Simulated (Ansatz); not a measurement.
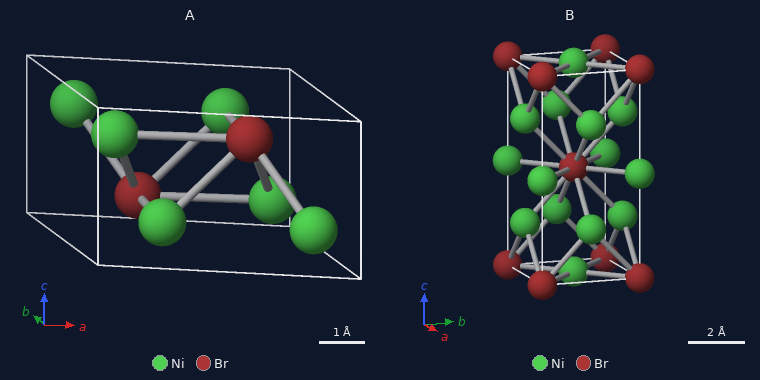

Two structures of Ni₃Br, each relaxed to rest (conventional cells in solid outline, small ones repeated, not to one scale). Method: DFT PBE, scalar-relativistic, plane waves, PAW in Ansatz, with collinear spins.

> Name structures A and B.

A: 8 atoms a cell on a primitive hexagonal lattice, P6_3/mmc. B: 8 atoms a cell on a body-centred tetragonal lattice, I4/mmm.

> A or B: which is lower in energy?

A is lower, by 91 meV/atom at this level of theory (energies at zero smearing). Volumes: A 14.9, B 13.2 Å³/atom.

One or both may be structure types tried for this composition rather than known phases.
